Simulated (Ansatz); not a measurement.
Hypothetical anti-perovskite Mg3PbO, pressure series

Take Mg3PbO in the anti-perovskite structure (space group Pm-3m, No. 221; a = 4.434 Å; a hypothetical phase, not in the database extracts checked) as the base.

Cell and atoms are relaxed at each pressure.

Computed with DFT with PBE, PAW potentials and a 420 eV plane-wave cutoff in Ansatz (an electronic-structure program), no spin-orbit coupling.

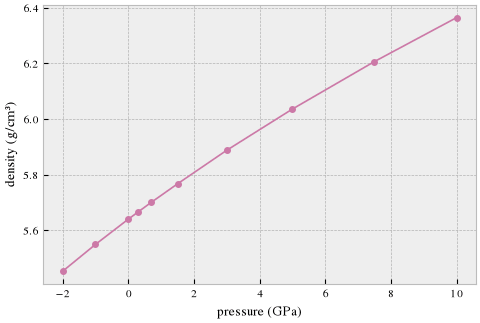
Density against pressure

Problem. From the plot, what is the density for pressure −1 GPa?

Solution. About 5.55 g/cm³.

Problem. Is the trend monotonic over the range shown?

Solution. Yes, it rises throughout, spanning 5.45 g/cm³ to 6.36 g/cm³.

Load acts through the strain it causes; cell and atoms are relaxed under it. Whether these cells are dynamically stable was not tested. No other phases were tried under pressure. All final runs are without spin polarisation.
